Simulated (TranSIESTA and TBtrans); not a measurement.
Device: Au point contact of 4 atoms in a row between two rods, one bond stretched by the factor 1.1. Leads: fcc Au rod along [100], layers of 5 and 4 atoms, a = 4.16 Å. Geometry: as built, not relaxed. Transport runs along z; the first 18 and the last 18 of the 71 atoms are the lead cells, repeated to infinity.

```xyz
71
Lattice="14.383 0.000 0.000 0.000 14.383 0.000 0.000 0.000 41.669" Properties=species:S:1:pos:R:3 pbc="F F T"
Au     7.192     7.192     0.000
Au    10.133     7.192     0.000
Au     7.192    10.133     0.000
Au     4.250     7.192     0.000
Au     7.192     4.250     0.000
Au     8.662     8.662     2.080
Au     5.721     8.662     2.080
Au     8.662     5.721     2.080
Au     5.721     5.721     2.080
Au     7.192     7.192     4.160
Au    10.133     7.192     4.160
Au     7.192    10.133     4.160
Au     4.250     7.192     4.160
Au     7.192     4.250     4.160
Au     8.662     8.662     6.240
Au     5.721     8.662     6.240
Au     8.662     5.721     6.240
Au     5.721     5.721     6.240
Au     7.192     7.192     8.320
Au    10.133     7.192     8.320
Au     7.192    10.133     8.320
Au     4.250     7.192     8.320
Au     7.192     4.250     8.320
Au     8.662     8.662    10.400
Au     5.721     8.662    10.400
Au     8.662     5.721    10.400
Au     5.721     5.721    10.400
Au     7.192     7.192    12.480
Au    10.133     7.192    12.480
Au     7.192    10.133    12.480
Au     4.250     7.192    12.480
Au     7.192     4.250    12.480
Au     8.662     8.662    14.560
Au     5.721     8.662    14.560
Au     8.662     5.721    14.560
Au     5.721     5.721    14.560
Au     7.192     7.192    16.640
Au     7.192     7.192    19.346
Au     7.192     7.192    22.323
Au     7.192     7.192    25.029
Au     8.662     8.662    27.109
Au     5.721     8.662    27.109
Au     8.662     5.721    27.109
Au     5.721     5.721    27.109
Au     7.192     7.192    29.189
Au    10.133     7.192    29.189
Au     7.192    10.133    29.189
Au     4.250     7.192    29.189
Au     7.192     4.250    29.189
Au     8.662     8.662    31.269
Au     5.721     8.662    31.269
Au     8.662     5.721    31.269
Au     5.721     5.721    31.269
Au     7.192     7.192    33.349
Au    10.133     7.192    33.349
Au     7.192    10.133    33.349
Au     4.250     7.192    33.349
Au     7.192     4.250    33.349
Au     8.662     8.662    35.429
Au     5.721     8.662    35.429
Au     8.662     5.721    35.429
Au     5.721     5.721    35.429
Au     7.192     7.192    37.509
Au    10.133     7.192    37.509
Au     7.192    10.133    37.509
Au     4.250     7.192    37.509
Au     7.192     4.250    37.509
Au     8.662     8.662    39.589
Au     5.721     8.662    39.589
Au     8.662     5.721    39.589
Au     5.721     5.721    39.589
```

Run with TranSIESTA and TBtrans (open boundaries, self-consistent; PseudoDojo norm-conserving potentials, scalar-relativistic): PAO.BasisSize SZP, PAO.EnergyShift 0.15 eV, XC.Authors PBE, Mesh.Cutoff 150 Ry, ElectronicTemperature 300 K, TBT.Elecs.Eta 0.001 eV, no spin polarisation.

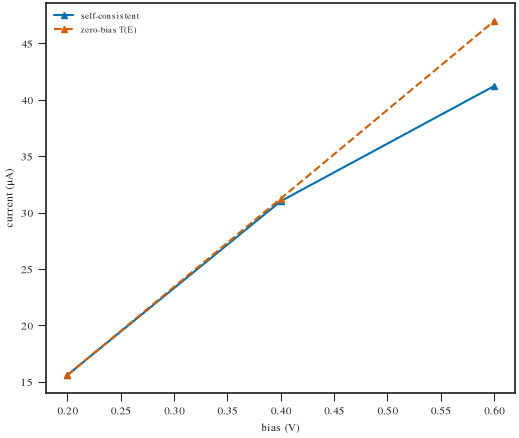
Current against bias

| V (V) | I self-consistent (μA) | I from the zero-bias T(E) (μA) |
|---|---|---|
| 0.2 | 15.6 | 15.6 |
| 0.4 | 31.0 | 31.2 |
| 0.6 | 41.2 | 47.0 |

Positive bias raises the left lead's chemical potential. The energy step is 0.02 eV; narrower resonances are cut or missed.

Spin-orbit coupling, left out here, matters for the heavy atoms.
